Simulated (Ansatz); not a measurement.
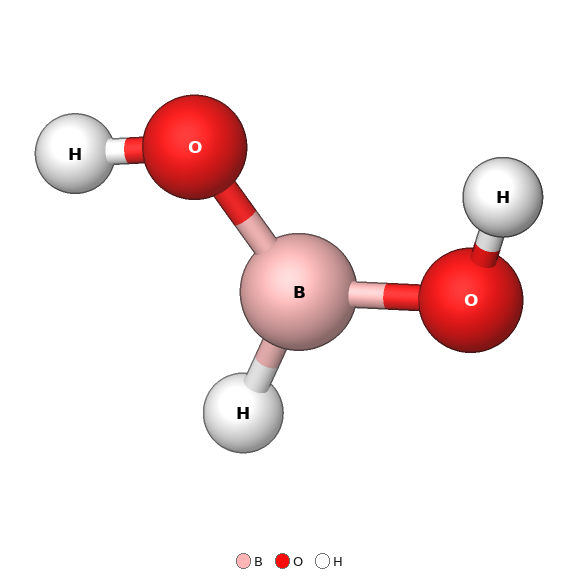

Ball-and-stick drawing of a structure. Every bond is drawn as one stick, whatever its order.

The computed structure is the end point of a PBE0-D4/def2-TZVP optimisation.

**Count the atoms of each element.**

BH3O2, 6 atoms: 1 boron, 3 hydrogen and 2 oxygen.

**How many sets of symmetry-equivalent atoms are there?**

6: 1 B, 1 O, 1 O, 1 H, 1 H, 1 H.

**Which point group does it belong to?**

Cs.

The parts below concern this one geometry. Atoms keep their numbers from picture to picture.

## Geometry

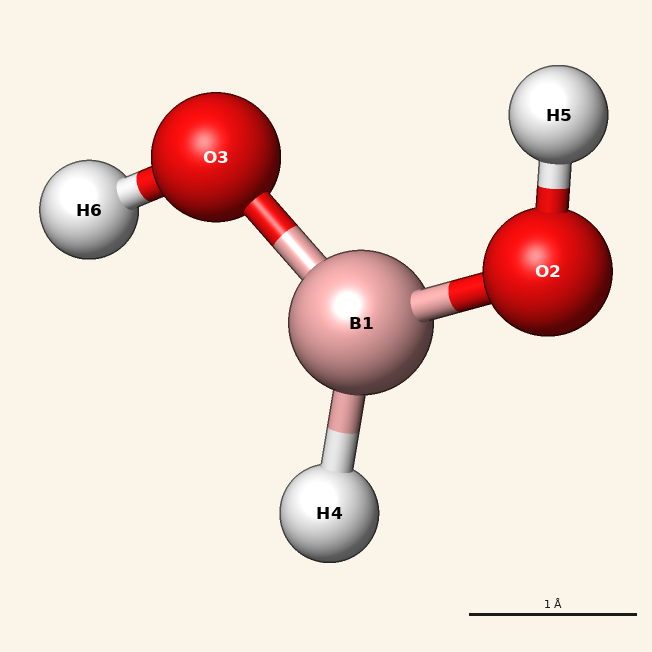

Numbered structure.

Estimate the angles O2–B1–O3, O2–B1–H4, O3–B1–H4, B1–O2–H5, B1–O3–H6.

```csv
angle,degrees
O2–B1–O3,119.3
O2–B1–H4,118.4
O3–B1–H4,122.3
B1–O2–H5,112.3
B1–O3–H6,113.2
```

## Electronic properties

Properties computed with RKS PBE0-D4/def2-TZVPP (Ansatz 0.2.0).

**Estimate the LUMO energy (Kohn–Sham orbital).**

0.92 eV.

**Estimate the HOMO energy (Kohn–Sham orbital).**

−9.41 eV.

## Vibrations

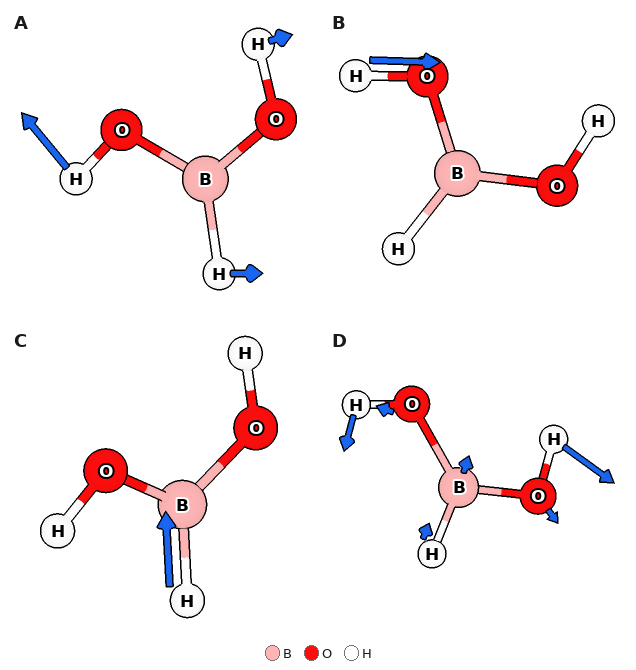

4 normal modes of one molecule or complex, as arrows. Harmonic vibrations computed with RKS PBE0-D4/def2-TZVP (Ansatz 0.2.0) at a stationary point of the same level.

**Match the panels to the wavenumbers 476 cm⁻¹, 965 cm⁻¹, 2626 cm⁻¹, 3916 cm⁻¹.**

A: 965 cm⁻¹, B–O–H bending
B: 3916 cm⁻¹, O–H stretching
C: 2626 cm⁻¹, B–H stretching
D: 476 cm⁻¹, angle bending

## Dipole moment

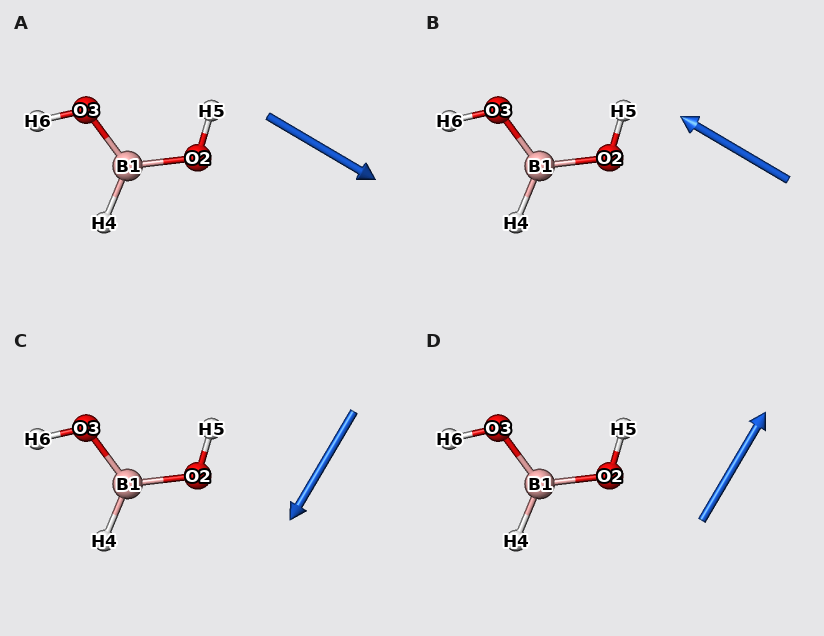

The same molecule four times, each with an arrow. Properties computed with RKS PBE0-D4/def2-TZVP (Ansatz 0.2.0).

**Which arrow points along the dipole moment, from the negative to the positive end?**

B. The dipole moment is 1.57 D; it points from the side of O2 to the side of H6 (the outermost atoms at the two ends).

## Charges

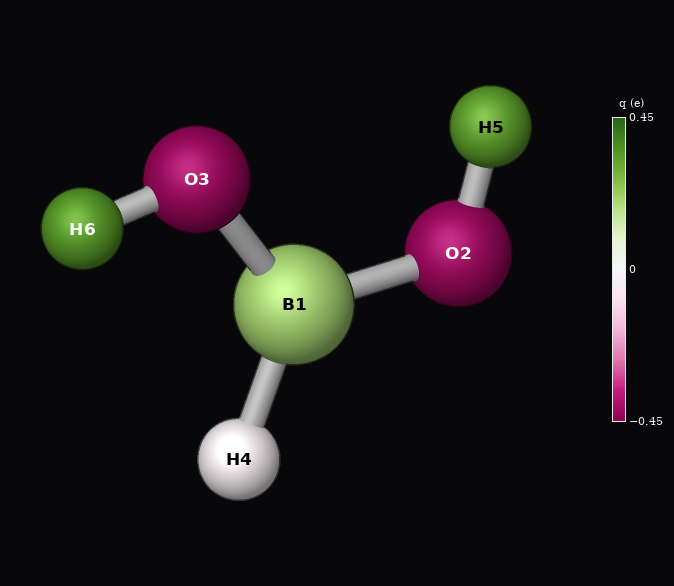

Atoms are coloured by their Mulliken charges. Properties computed with RKS PBE0-D4/def2-TZVP (Ansatz 0.2.0).

**Which atom carries the highest charge (most positive or least negative)?**

H6 (0.34 e).

**And the lowest?**

O2, O3 (−0.42 e).

Give the Mulliken charges atom by atom.

```csv
atom,value (e)
B1,0.20
O2,−0.42
O3,−0.42
H4,−0.02
H5,0.33
H6,0.34
```

Mulliken values depend strongly on the basis set and can even reverse the polarity of a bond.
